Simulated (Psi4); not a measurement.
# [AlH4]− (SMILES [AlH4-]) at r2SCAN/cc-pCVTZ (sweep point 4)

What is the vertical ionisation energy of [AlH4]− at r2SCAN/cc-pCVTZ (sweep point 4)? Input form: a Python script.

Program for the calculation: Psi4 1.11.

## Step 1: The structure to begin with

[AlH4]− has 5 atoms, charge -1, and is taken as a singlet. SMILES: `[AlH4-]`. Geometry: a GFN2-xTB relaxation, a rough one for these elements and not checked as a minimum.

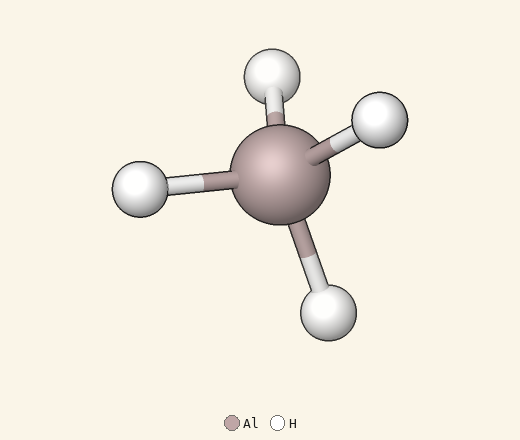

Viewed from a chosen angle; aluminium light grey, hydrogen white.

## Step 2: The energy at r2SCAN/cc-pCVTZ (sweep point 4)

alh4.py

```python
import psi4

psi4.set_memory(1600000000)
psi4.set_num_threads(1)
psi4.core.set_output_file('psi4.out', False)

geom = psi4.geometry("""
-1 1
Al    -0.000020     0.000060    -0.001080
H      1.443510    -0.504270     0.556410
H     -1.182970    -0.604500     0.939130
H     -0.203840    -0.517130    -1.530710
H     -0.056670     1.625850     0.036250
units angstrom
symmetry c1
""")

psi4.set_options({
    'basis': 'cc-pCVTZ',
    'reference': 'rks',
    'puream': True,
    'scf_type': 'pk',
    'dft_radial_points': 99,
    'dft_spherical_points': 590,
})

E, wfn = psi4.energy("r2scan", return_wfn=True)
print(f'total energy {E:.8f} hartree = {E * 27.211386:.5f} eV')
```

On the command line:

```console
$ python alh4.py
```

psi4.out:

```text
[...]
  Running in c1 symmetry.
[...]
  Nuclear repulsion =   18.102884358391940
[...]
  Multiplicity = 1
[...]
  Nalpha       = 9
  Nbeta        = 9
[...]
    Number of basis functions: 115
[...]
   @RKS iter   1:  -244.72133606122969   -4.01833e-01   3.23770e-03 DIIS/ADIIS
[...]
   @RKS iter   6:  -244.82192623585232   -9.37450e-07   9.65015e-07 DIIS
[...]
    Orbital Energies [Eh]
    ---------------------
    Doubly Occupied:
       1A    -55.486710     2A     -3.801885     3A     -2.338698
       4A     -2.338694     5A     -2.338689     6A     -0.171716
       7A     -0.048701     8A     -0.048537     9A     -0.048446
[...]
  @RKS Final Energy:  -244.82192623585232
   => Energetics <=
    Nuclear Repulsion Energy =             18.1028843583919397
    One-Electron Energy =                -379.6326145996019363
    Two-Electron Energy =                 136.9763005803436613
    DFT Exchange-Correlation Energy =     -20.2684965749859671
    Empirical Dispersion Energy =           0.0000000000000000
    VV10 Nonlocal Energy =                  0.0000000000000000
    Total Energy =                       -244.8219262358523167
[...]
 Multipole Moments:
 ------------------------------------------------------------------------------------
     Multipole            Electronic (a.u.)      Nuclear  (a.u.)        Total (a.u.)
 ------------------------------------------------------------------------------------
 L = 1.  Multiply by 2.5417464519 to convert [e a0] to [Debye]
 Dipole X            :         -0.0001791            0.0000930           -0.0000861
 Dipole Y            :          0.0006046           -0.0002453            0.0003593
 Dipole Z            :         -0.0080971            0.0045670           -0.0035301
 Magnitude           :                                                    0.0035494
[...]
```

The script printed:

```text
total energy -244.82192624 hartree = -6661.94394 eV
```

Run time: 20 s. Hardware: 1 thread of Intel Xeon Platinum 8488C (Sapphire Rapids), shared host; peak memory 0.86 GiB.

## Step 3: Doublet neutral AlH4 at the same level

run.py

```python
import psi4

psi4.set_memory('1600 MB')
psi4.set_num_threads(1)
psi4.core.set_output_file('psi4.out', False)

mol = psi4.geometry("""
0 2
Al    -0.000020     0.000060    -0.001080
H      1.443510    -0.504270     0.556410
H     -1.182970    -0.604500     0.939130
H     -0.203840    -0.517130    -1.530710
H     -0.056670     1.625850     0.036250
symmetry c1
""")

options = {'basis': 'cc-pCVTZ', 'reference': 'uks', 'puream': True, 'scf_type': 'pk', 'dft_radial_points': 99, 'dft_spherical_points': 590, 'maxiter': 150}
psi4.set_options(options)

result, w = psi4.energy('r2scan', return_wfn=True)
print(f'total energy {result:.8f} hartree = {result * 27.211386:.5f} eV')
```

On the command line:

```console
$ python run.py
```

psi4.out:

```text
[...]
  Running in c1 symmetry.
[...]
  Nuclear repulsion =   18.102884358391940
[...]
  Multiplicity = 2
[...]
  Nalpha       = 9
  Nbeta        = 8
[...]
    Number of basis functions: 115
[...]
   @UKS iter   1:  -244.61156239357109   -2.92059e-01   2.55550e-03 ADIIS/DIIS
[...]
   @UKS iter  17:  -244.66601195079443   -3.57636e-08   7.73810e-07 DIIS
[...]
   @S^2 Observed:                7.654391889E-01
[...]
    Orbital Energies [Eh]
    ---------------------
    Alpha Occupied:
       1A    -55.750612     2A     -4.064972     3A     -2.605368
       4A     -2.600423     5A     -2.600420     6A     -0.432426
       7A     -0.315174     8A     -0.308149     9A     -0.308067
    Alpha Virtual:
      10A      0.022140    11A      0.023639    12A      0.023750
      13A      0.065405    14A      0.110509    15A      0.121865
      16A      0.146277    17A      0.159936    18A      0.166799
      19A      0.166856    20A      0.292061    21A      0.292134
      22A      0.295444    23A      0.434520    24A      0.437135
      25A      0.442394    26A      0.442462    27A      0.549348
[...]
  @UKS Final Energy:  -244.66601195079443
   => Energetics <=
    Nuclear Repulsion Energy =             18.1028843583919397
    One-Electron Energy =                -375.1849621090279356
    Two-Electron Energy =                 132.4187818996157660
    DFT Exchange-Correlation Energy =     -20.0027160997741689
    Empirical Dispersion Energy =           0.0000000000000000
    VV10 Nonlocal Energy =                  0.0000000000000000
    Total Energy =                       -244.6660119507944273
[...]
 Multipole Moments:
 ------------------------------------------------------------------------------------
     Multipole            Electronic (a.u.)      Nuclear  (a.u.)        Total (a.u.)
 ------------------------------------------------------------------------------------
 L = 1.  Multiply by 2.5417464519 to convert [e a0] to [Debye]
 Dipole X            :          0.0017623            0.0000930            0.0018553
 Dipole Y            :         -0.0020543           -0.0002453           -0.0022995
 Dipole Z            :         -0.0018242            0.0045670            0.0027429
 Magnitude           :                                                    0.0040315
[...]
```

The script printed:

```text
total energy -244.66601195 hartree = -6657.70129 eV
```

Run time: 62 s. Hardware: 1 thread of Intel Xeon Platinum 8488C (Sapphire Rapids), shared host; peak memory 0.86 GiB.

## Step 4: What came out

Level: r2SCAN/cc-pCVTZ (sweep point 4).

| quantity | value |
| --- | --- |
| singlet [AlH4]−: total energy | -244.82193 Eh |
| singlet [AlH4]−: HOMO energy | -1.32 eV |
| singlet [AlH4]−: LUMO energy | 6.09 eV |
| singlet [AlH4]−: HOMO–LUMO gap (to an unbound level, set by the basis) | 7.41 eV |
| doublet neutral AlH4: total energy | -244.66601 Eh |
| doublet neutral AlH4: dipole moment | 0.01 D |
| doublet neutral AlH4: HOMO energy (highest over α and β) | -7.48 eV |
| doublet neutral AlH4: LUMO energy (lowest over α and β) | -7.19 eV |
| doublet neutral AlH4: ⟨S²⟩ | 0.765 |
| vertical detachment energy (to the doublet neutral) | 4.243 eV |

In words: The vertical ionisation energy comes to 4.24 eV (409 kJ/mol). −ε(HOMO) before ionisation, 1.32 eV, is 2.92 eV below this ionisation energy.
